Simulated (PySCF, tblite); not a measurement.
# C₅H₄F₂: dynamics, then NMR shifts and electronic excitations on frames, part 2 of 2

tblite 0.8.0 and PySCF 2.14.0. Atoms count from 0. Earlier steps stand in the parts before.

**8. TDDFT and polarisability: 625 fs, PBE0/def2-SVPD**

Job settings and geometry (Å):

```
{"job": {"kind": "uv", "xc": "PBE0", "basis": "def2-SVPD", "nstates": 5, "ntriplets": 0}, "charge": 0, "multiplicity": 1}
C      2.789200    -0.323500     0.074600
C      1.673300    -0.793900     0.061800
C      0.279300    -1.033700    -0.143900
F      0.019800    -1.078000    -1.498700
C     -0.620000    -1.852300     0.711600
C     -0.769200    -0.354900     0.681100
F     -0.436300     0.438800     1.745700
H      3.730200     0.094400     0.409900
H     -0.274700    -2.302100     1.663100
H     -1.399700    -2.450300     0.192400
H     -1.631600     0.067100     0.154200
```

Method: TDDFT PBE0/def2-SVPD, vertical, gas phase, core orbitals frozen in the response.

Output:

```text
coarse grid: 10088 points
cycle   1  E = -391.6714955739  dE =  1.053e+00  |g| = 6.135e-01  |ddm| = 6.955e+00
cycle   2  E = -391.6078306453  dE =  6.366e-02  |g| = 8.828e-01  |ddm| = 2.464e+00
cycle   3  E = -391.7398154347  dE = -1.320e-01  |g| = 1.264e-01  |ddm| = 1.308e+00
cycle   4  E = -391.7422565001  dE = -2.441e-03  |g| = 7.635e-02  |ddm| = 2.889e-01
cycle   5  E = -391.7436248346  dE = -1.368e-03  |g| = 2.069e-02  |ddm| = 1.165e-01
cycle   6  E = -391.7437245063  dE = -9.967e-05  |g| = 3.855e-03  |ddm| = 5.022e-02
cycle   7  E = -391.7437278446  dE = -3.338e-06  |g| = 1.055e-03  |ddm| = 1.036e-02
final grid: 100736 points
cycle   8  E = -391.8004402474  dE = -2.718e-05  |g| = 7.369e-03  |ddm| = 1.068e-01
cycle   9  E = -391.8004277852  dE =  1.246e-05  |g| = 1.126e-02  |ddm| = 2.482e-02
cycle  10  E = -391.8004513265  dE = -2.354e-05  |g| = 1.195e-03  |ddm| = 1.234e-02
cycle  11  E = -391.8004515855  dE = -2.589e-07  |g| = 5.791e-04  |ddm| = 2.753e-03
cycle  12  E = -391.8004516666  dE = -8.110e-08  |g| = 1.454e-04  |ddm| = 9.116e-04
cycle  13  E = -391.8004516715  dE = -4.947e-09  |g| = 2.133e-05  |ddm| = 2.768e-04
cycle  14  E = -391.8004516716  dE = -8.697e-11  |g| = 8.954e-06  |ddm| = 6.632e-05
converged SCF energy = -391.8004516716

Static polarisability (au): isotropic 58.330, principal 47.927 50.240 76.823

Singlet excitations
state   eV       nm        f      main configurations
  1   5.5317    224.1   0.00263   H->L 0.93
  2   6.3558    195.1   0.00527   H->L+1 0.48, H-1->L 0.46
  3   6.7631    183.3   0.00663   H-1->L+1 0.83
  4   7.1910    172.4   0.01025   H-2->L 0.73
  5   7.6009    163.1   0.00945   H-3->L 0.28, H->L+3 0.24, H-2->L 0.19
```

Wall time 15 s (1 thread of Intel Xeon Platinum 8488C, shared host); peak memory 0.73 GiB.

Key values: HOMO -7.84 eV, LUMO -0.43 eV; lowest singlet 5.53 eV.

**9. NMR shieldings: 800 fs, PBE0/pcSseg-1**

Job settings and geometry (Å):

```
{"job": {"kind": "nmr", "xc": "PBE0", "basis": "pcSseg-1", "pop": false}, "charge": 0, "multiplicity": 1}
C      2.463700    -0.125300     0.518400
C      1.398100    -0.379300     0.010300
C      0.064400    -0.606500    -0.529900
F     -0.001400    -0.663900    -1.923200
C     -0.829500    -1.525000     0.293700
C     -1.095900    -0.085000     0.124600
F     -1.028700     0.659600     1.255600
H      3.454900    -0.002500     0.816600
H     -0.396900    -1.848200     1.179100
H     -1.517600    -2.292000    -0.178900
H     -1.934700     0.183500    -0.483000
```

Level: GIAO PBE0/pcSseg-1 NMR shielding, non-relativistic, gas phase.

Output:

```text
coarse grid: 10088 points
cycle   1  E = -391.8919183371  dE =  1.208e+00  |g| = 6.733e-01  |ddm| = 3.131e+00
cycle   2  E = -391.8138394932  dE =  7.808e-02  |g| = 9.816e-01  |ddm| = 1.442e+00
cycle   3  E = -391.9675583452  dE = -1.537e-01  |g| = 1.488e-01  |ddm| = 8.785e-01
cycle   4  E = -391.9714139117  dE = -3.856e-03  |g| = 8.250e-02  |ddm| = 1.635e-01
cycle   5  E = -391.9729873652  dE = -1.573e-03  |g| = 1.938e-02  |ddm| = 5.810e-02
cycle   6  E = -391.9730684192  dE = -8.105e-05  |g| = 4.207e-03  |ddm| = 1.909e-02
cycle   7  E = -391.9730720805  dE = -3.661e-06  |g| = 1.303e-03  |ddm| = 5.179e-03
final grid: 100736 points
cycle   8  E = -392.0290728956  dE = -3.758e-05  |g| = 7.772e-03  |ddm| = 4.332e-02
cycle   9  E = -392.0290602766  dE =  1.262e-05  |g| = 1.182e-02  |ddm| = 1.694e-02
cycle  10  E = -392.0290849442  dE = -2.467e-05  |g| = 1.399e-03  |ddm| = 9.480e-03
cycle  11  E = -392.0290852755  dE = -3.313e-07  |g| = 6.901e-04  |ddm| = 1.321e-03
cycle  12  E = -392.0290853881  dE = -1.127e-07  |g| = 1.686e-04  |ddm| = 6.076e-04
cycle  13  E = -392.0290853942  dE = -6.099e-09  |g| = 2.385e-05  |ddm| = 1.410e-04
cycle  14  E = -392.0290853943  dE = -9.982e-11  |g| = 1.055e-05  |ddm| = 2.793e-05
converged SCF energy = -392.0290853943

GIAO shielding tensors (ppm)
atom      isotropic    diamagn.    paramagn.     s11        s22        s33       span
  0 C       99.278     257.112    -157.834     26.583     38.535    232.717    206.133
  1 C      102.921     260.078    -157.156     -1.923     12.672    298.015    299.938
  2 C      109.066     241.533    -132.467     60.785     80.731    185.683    124.898
  3 F      363.285     471.673    -108.388    288.878    367.315    433.662    144.785
  4 C      162.110     256.954     -94.844    130.893    154.254    201.183     70.290
  5 C      111.433     239.374    -127.941     65.182     88.257    180.859    115.677
  6 F      400.870     472.848     -71.978    373.386    396.176    433.047     59.661
  7 H       29.460      33.047      -3.587     24.594     24.974     38.813     14.218
  8 H       31.668      31.665       0.003     26.285     30.009     38.710     12.426
  9 H       28.852      27.828       1.023     24.238     25.606     36.711     12.472
 10 H       27.030      28.468      -1.438     22.547     27.224     31.318      8.771
```

Wall time 10 s (1 thread of Intel Xeon Platinum 8488C, shared host); peak memory 0.69 GiB.

Key values: δ C0 87.6, C1 84.0, C2 77.9, C5 75.5, H10 4.69, H9 2.87 ppm.

**10. Excited states and response: 800 fs, PBE0/def2-SVPD**

Settings changed since step 9:

```diff
@@ -1,2 +1,2 @@
-{"job": {"kind": "nmr", "xc": "PBE0", "basis": "pcSseg-1", "pop": false}, "charge": 0, "multiplicity": 1}
+{"job": {"kind": "uv", "xc": "PBE0", "basis": "def2-SVPD", "nstates": 5, "ntriplets": 0}, "charge": 0, "multiplicity": 1}
 C      2.463700    -0.125300     0.518400
```

Method: TDDFT PBE0/def2-SVPD, vertical, gas phase, core orbitals frozen in the response.

Output:

```text
coarse grid: 10088 points
cycle   1  E = -391.6671430076  dE =  1.149e+00  |g| = 6.221e-01  |ddm| = 7.951e+00
cycle   2  E = -391.5961773634  dE =  7.097e-02  |g| = 9.037e-01  |ddm| = 2.514e+00
cycle   3  E = -391.7362729725  dE = -1.401e-01  |g| = 1.406e-01  |ddm| = 1.324e+00
cycle   4  E = -391.7397432995  dE = -3.470e-03  |g| = 7.728e-02  |ddm| = 2.713e-01
cycle   5  E = -391.7411495199  dE = -1.406e-03  |g| = 1.840e-02  |ddm| = 1.212e-01
cycle   6  E = -391.7412252679  dE = -7.575e-05  |g| = 4.245e-03  |ddm| = 4.063e-02
cycle   7  E = -391.7412292394  dE = -3.971e-06  |g| = 1.186e-03  |ddm| = 1.020e-02
final grid: 100736 points
cycle   8  E = -391.7975288912  dE = -2.999e-05  |g| = 7.868e-03  |ddm| = 1.148e-01
cycle   9  E = -391.7975151024  dE =  1.379e-05  |g| = 1.195e-02  |ddm| = 2.501e-02
cycle  10  E = -391.7975413718  dE = -2.627e-05  |g| = 1.325e-03  |ddm| = 1.259e-02
cycle  11  E = -391.7975416998  dE = -3.281e-07  |g| = 6.011e-04  |ddm| = 2.825e-03
cycle  12  E = -391.7975417871  dE = -8.727e-08  |g| = 1.423e-04  |ddm| = 9.868e-04
cycle  13  E = -391.7975417918  dE = -4.693e-09  |g| = 2.309e-05  |ddm| = 2.635e-04
cycle  14  E = -391.7975417919  dE = -9.595e-11  |g| = 1.125e-05  |ddm| = 6.633e-05
converged SCF energy = -391.7975417919

Static polarisability (au): isotropic 56.730, principal 47.316 48.777 74.097

Singlet excitations
state   eV       nm        f      main configurations
  1   5.6779    218.4   0.00014   H->L 0.95
  2   6.5336    189.8   0.01171   H-1->L 0.52, H->L+1 0.42
  3   7.0197    176.6   0.00034   H-1->L+1 0.88
  4   7.3257    169.2   0.01123   H-2->L 0.83, H-1->L 0.08
  5   7.6794    161.5   0.00689   H-3->L 0.57, H->L+2 0.18, H->L+3 0.12
```

Wall time 15 s (1 thread of Intel Xeon Platinum 8488C, shared host); peak memory 0.73 GiB.

In short: HOMO -7.97 eV, LUMO -0.41 eV; lowest singlet 5.68 eV.

**11. Nuclear shieldings: 1000 fs, PBE0/pcSseg-1**

Job settings and geometry (Å):

```
{"job": {"kind": "nmr", "xc": "PBE0", "basis": "pcSseg-1", "pop": false}, "charge": 0, "multiplicity": 1}
C      2.191600     0.237500     0.516800
C      1.197900    -0.262600     0.059600
C      0.045100    -0.681700    -0.657700
F      0.231800    -0.978800    -2.006300
C     -1.242400    -1.327200    -0.164000
C     -1.208800     0.119300    -0.415200
F     -1.204900     0.986100     0.674100
H      3.081700     0.689300     0.889900
H     -1.357900    -1.669100     0.826700
H     -1.836900    -1.816500    -0.911200
H     -1.831500     0.426900    -1.234400
```

Method: GIAO PBE0/pcSseg-1 NMR shielding, non-relativistic, gas phase.

Output:

```text
coarse grid: 10088 points
cycle   1  E = -391.8866870022  dE =  1.154e+00  |g| = 6.825e-01  |ddm| = 3.125e+00
cycle   2  E = -391.8066905612  dE =  8.000e-02  |g| = 1.001e+00  |ddm| = 1.563e+00
cycle   3  E = -391.9653197501  dE = -1.586e-01  |g| = 1.428e-01  |ddm| = 9.578e-01
cycle   4  E = -391.9687110471  dE = -3.391e-03  |g| = 8.149e-02  |ddm| = 1.572e-01
cycle   5  E = -391.9702383056  dE = -1.527e-03  |g| = 2.108e-02  |ddm| = 6.056e-02
cycle   6  E = -391.9703352974  dE = -9.699e-05  |g| = 3.985e-03  |ddm| = 1.973e-02
cycle   7  E = -391.9703386137  dE = -3.316e-06  |g| = 1.129e-03  |ddm| = 4.670e-03
final grid: 100736 points
cycle   8  E = -392.0276684536  dE = -4.183e-05  |g| = 7.763e-03  |ddm| = 3.977e-02
cycle   9  E = -392.0276562654  dE =  1.219e-05  |g| = 1.171e-02  |ddm| = 1.662e-02
cycle  10  E = -392.0276807673  dE = -2.450e-05  |g| = 1.395e-03  |ddm| = 9.846e-03
cycle  11  E = -392.0276810753  dE = -3.080e-07  |g| = 7.198e-04  |ddm| = 1.352e-03
cycle  12  E = -392.0276811962  dE = -1.209e-07  |g| = 1.906e-04  |ddm| = 6.059e-04
cycle  13  E = -392.0276812040  dE = -7.791e-09  |g| = 2.623e-05  |ddm| = 1.518e-04
cycle  14  E = -392.0276812042  dE = -1.269e-10  |g| = 1.073e-05  |ddm| = 3.362e-05
converged SCF energy = -392.0276812042

GIAO shielding tensors (ppm)
atom      isotropic    diamagn.    paramagn.     s11        s22        s33       span
  0 C       92.016     257.450    -165.434     19.892     35.978    220.179    200.286
  1 C      108.290     257.530    -149.240      5.297     19.658    299.914    294.618
  2 C      113.357     241.682    -128.325     62.532     78.704    198.834    136.302
  3 F      349.451     472.241    -122.790    244.521    371.672    432.161    187.640
  4 C      162.312     256.661     -94.349    136.375    154.838    195.722     59.347
  5 C      104.868     241.269    -136.401     52.924     78.731    182.948    130.024
  6 F      390.027     473.228     -83.201    348.182    387.493    434.407     86.225
  7 H       28.502      32.374      -3.872     23.977     24.452     37.075     13.098
  8 H       30.714      30.803      -0.089     26.175     27.919     38.049     11.874
  9 H       30.482      29.958       0.524     25.607     27.039     38.799     13.192
 10 H       26.978      29.132      -2.155     22.180     27.368     31.385      9.205
```

It took 10 s on 1 thread of Intel Xeon Platinum 8488C, shared host; peak memory 0.69 GiB.

Key values: δ C0 94.9, C5 82.1, C1 78.6, C2 73.6, H10 4.74, H7 3.22 ppm.

**12. TDDFT and polarisability: 1000 fs, PBE0/def2-SVPD**

Settings changed since step 11:

```diff
@@ -1,2 +1,2 @@
-{"job": {"kind": "nmr", "xc": "PBE0", "basis": "pcSseg-1", "pop": false}, "charge": 0, "multiplicity": 1}
+{"job": {"kind": "uv", "xc": "PBE0", "basis": "def2-SVPD", "nstates": 5, "ntriplets": 0}, "charge": 0, "multiplicity": 1}
 C      2.191600     0.237500     0.516800
```

With the program's defaults for keys left out, this is: TDDFT PBE0/def2-SVPD, vertical, gas phase, core orbitals frozen in the response.

Output:

```text
coarse grid: 10088 points
cycle   1  E = -391.6620087386  dE =  1.095e+00  |g| = 6.306e-01  |ddm| = 9.445e+00
cycle   2  E = -391.5895810572  dE =  7.243e-02  |g| = 9.203e-01  |ddm| = 2.677e+00
cycle   3  E = -391.7339255694  dE = -1.443e-01  |g| = 1.349e-01  |ddm| = 1.366e+00
cycle   4  E = -391.7369938930  dE = -3.068e-03  |g| = 7.523e-02  |ddm| = 2.617e-01
cycle   5  E = -391.7383112192  dE = -1.317e-03  |g| = 2.056e-02  |ddm| = 1.260e-01
cycle   6  E = -391.7384074074  dE = -9.619e-05  |g| = 4.001e-03  |ddm| = 4.972e-02
cycle   7  E = -391.7384109355  dE = -3.528e-06  |g| = 1.013e-03  |ddm| = 1.122e-02
final grid: 100736 points
cycle   8  E = -391.7963137861  dE = -3.110e-05  |g| = 8.076e-03  |ddm| = 1.020e-01
cycle   9  E = -391.7962994719  dE =  1.431e-05  |g| = 1.223e-02  |ddm| = 2.882e-02
cycle  10  E = -391.7963269199  dE = -2.745e-05  |g| = 1.302e-03  |ddm| = 1.408e-02
cycle  11  E = -391.7963272173  dE = -2.974e-07  |g| = 6.295e-04  |ddm| = 3.038e-03
cycle  12  E = -391.7963273118  dE = -9.453e-08  |g| = 1.630e-04  |ddm| = 1.034e-03
cycle  13  E = -391.7963273181  dE = -6.222e-09  |g| = 2.349e-05  |ddm| = 3.100e-04
cycle  14  E = -391.7963273182  dE = -1.078e-10  |g| = 1.047e-05  |ddm| = 8.039e-05
converged SCF energy = -391.7963273182

Static polarisability (au): isotropic 57.394, principal 45.610 49.202 77.369

Singlet excitations
state   eV       nm        f      main configurations
  1   5.5220    224.5   0.00038   H->L 0.96
  2   6.4631    191.8   0.01342   H->L+1 0.50, H-1->L 0.44
  3   6.9900    177.4   0.00167   H-1->L+1 0.86
  4   7.3065    169.7   0.00702   H-2->L 0.72
  5   7.5830    163.5   0.03158   H->L+2 0.64, H-3->L 0.17
```

Run time: 15 s. Hardware: 1 thread of Intel Xeon Platinum 8488C, shared host; peak memory 0.73 GiB.

Key values: HOMO -7.78 eV, LUMO -0.38 eV; lowest singlet 5.52 eV.

**13. Run by run: NMR shifts**

Shifts (ppm) of some atoms, chosen among heavy atoms and hydrogens apart, with basis size and wall time:

```csv
frame,C0,C5,C2,H8,H9,F3,F6,functions,time
250 fs,97.6,83.4,71.8,1.80,0.75,-179.8,-233.7,139,10 s
425 fs,88.3,85.4,69.6,1.95,1.44,-218.6,-216.1,139,10 s
625 fs,93.4,79.4,73.6,2.39,2.34,-184.8,-236.7,139,10 s
800 fs,87.6,75.5,77.9,0.05,2.87,-192.3,-229.9,139,10 s
1000 fs,94.9,82.1,73.6,1.00,1.24,-178.5,-219.1,139,10 s
```

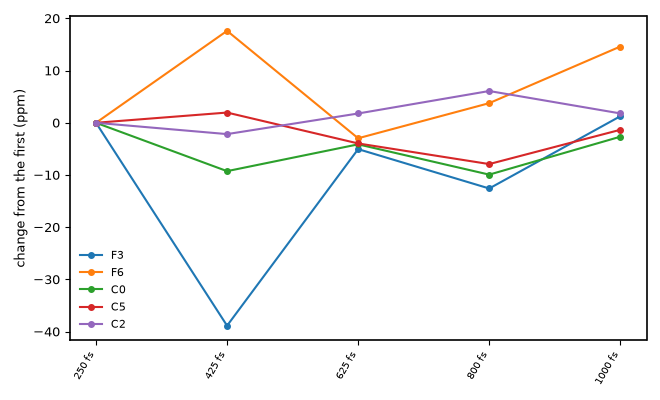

How five of the tabulated atoms move from run to run.

**14. Side by side: electronic excitations**

Excitations and ground-state properties, with basis size and wall time:

```csv
frame,lowest singlet (eV),brightest (eV),f,gap (eV),α (Å³),μ (D),functions,time
250 fs,5.36,7.50,0.048,7.24,8.59,1.47,178,15 s
425 fs,5.68,6.58,0.040,7.48,8.51,1.15,178,15 s
625 fs,5.53,7.19,0.010,7.40,8.64,1.29,178,15 s
800 fs,5.68,6.53,0.012,7.56,8.41,1.32,178,15 s
1000 fs,5.52,7.58,0.032,7.41,8.50,0.97,178,15 s
```

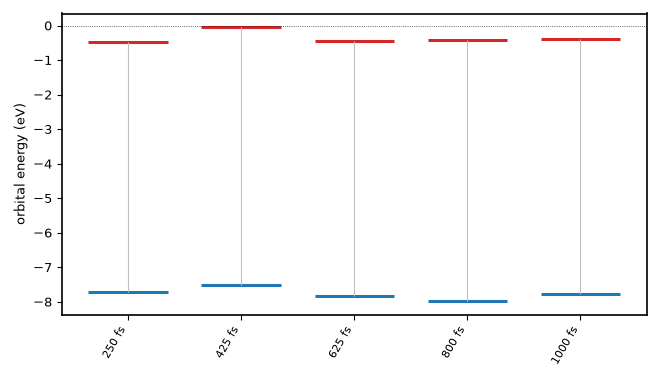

HOMO (blue) and LUMO (red) run by run.

**15. What came out**

This closing draws on all 2 parts.

| quantity | value |
| --- | --- |
| thermostat | 300 K |
| mean temperature, second half | 237 K |
| mean potential energy above the minimum | 0.29 eV |
| ¹³C shifts against TMS (PBE0/pcSseg-1, 250 fs) | 97.6, 83.4, 81.9, 71.8, 26.9 ppm |
| ¹H shifts against TMS (PBE0/pcSseg-1, 250 fs) | 5.58, 2.69, 1.80, 0.75 ppm |
| ¹⁹F shifts against CFCl3 (PBE0/pcSseg-1, 250 fs) | -179.8, -233.7 ppm |
| lowest singlet (PBE0/def2-SVPD, 250 fs) | 5.36 eV (231 nm), f = 0.001 |
| brightest single state of those computed | state 5, 7.50 eV, f = 0.048 |
| range of the shift of F3 | -218.6 to -178.5 ppm |
| range of the lowest singlet | 5.36 to 5.68 eV |

In words: In the second half the potential energy averages 0.29 eV above the minimum; equipartition over 27 harmonic modes at 300 K would give 0.35 eV. With 11 atoms the temperature swings widely (157 to 378 K). Shifts at one fixed geometry are not the observed spectrum, which averages over the motion. In the first frame run (250 fs): Shielding is most anisotropic at C1 (span 304 ppm, paramagnetic term -153 ppm). The lowest singlet, at 5.36 eV, is HOMO→LUMO 0.96 and is dark; of the 5 states computed, the strongest absorption comes from state 5 at 7.50 eV (the last computed, so partners may be missing). Across the 5 runs the shift of F3 moves most, between -218.6 (425 fs) and -178.5 ppm (1000 fs). The lowest singlet runs from 5.36 eV (250 fs) to 5.68 eV (425 fs), while the orbital gap spans 7.24 to 7.56 eV. The lowest state need not be the same one in every run.
